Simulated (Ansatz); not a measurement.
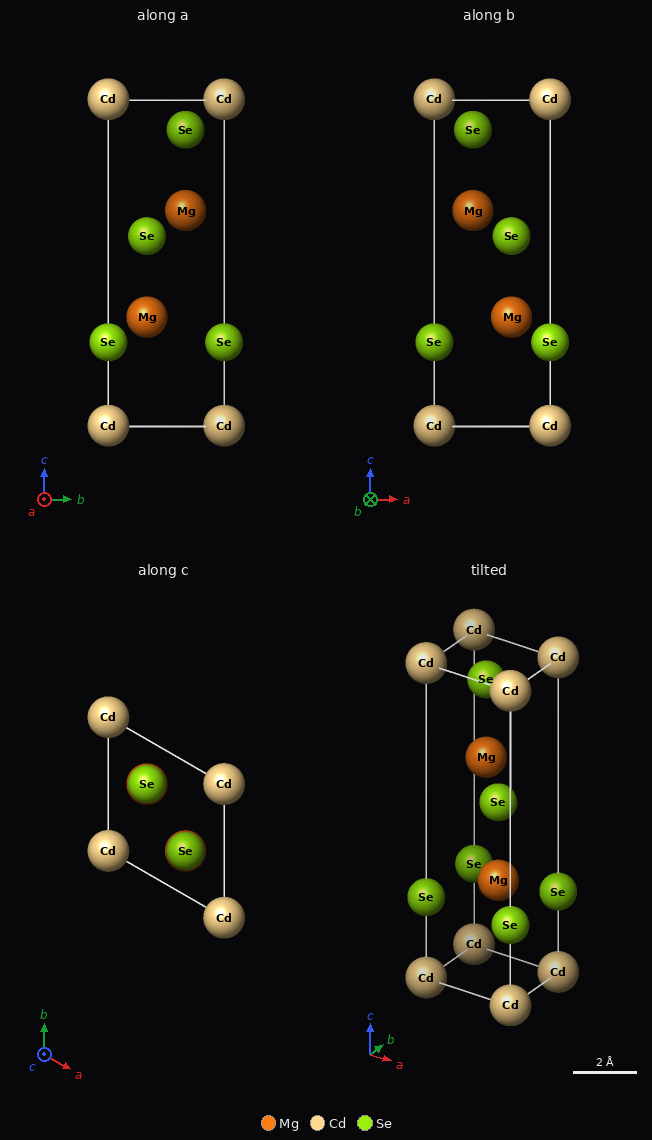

The crystal in a spheres-only representation, seen along the a axis, along the b axis, along the c axis and slightly off an axis. One conventional unit cell is framed, with atoms on its boundary repeated.

Lattice parameters: a = 4.2478 Å, b = 4.2478 Å, c = 10.3749 Å, α = 90.000°, β = 90.000°, γ = 120.000°.

Express the structure as a CIF in P1 with every atom of the cell, with free fractional coordinates to two decimals.

```cif
data_structure
_symmetry_space_group_name_H-M 'P 1'
_symmetry_Int_Tables_number 1
_cell_length_a 4.2478
_cell_length_b 4.2478
_cell_length_c 10.3749
_cell_angle_alpha 90.000
_cell_angle_beta 90.000
_cell_angle_gamma 120.000
_cell_volume 162.12
loop_
_atom_site_label
_atom_site_type_symbol
_atom_site_fract_x
_atom_site_fract_y
_atom_site_fract_z
_atom_site_occupancy
Mg1 Mg 0.6667 0.3333 0.34 1
Mg2 Mg 0.3333 0.6667 0.66 1
Cd1 Cd 0.00 0.00 0.00 1
Se1 Se 0.00 0.00 0.26 1
Se2 Se 0.6667 0.3333 0.5833 1
Se3 Se 0.3333 0.6667 0.91 1
```

The structure comes from a structure type filled with these elements by a generator (whether the compound takes this form wasn't checked). It was relaxed at fixed volume with DFT PBE, scalar-relativistic, plane waves, PAW in Ansatz 0.2.0.
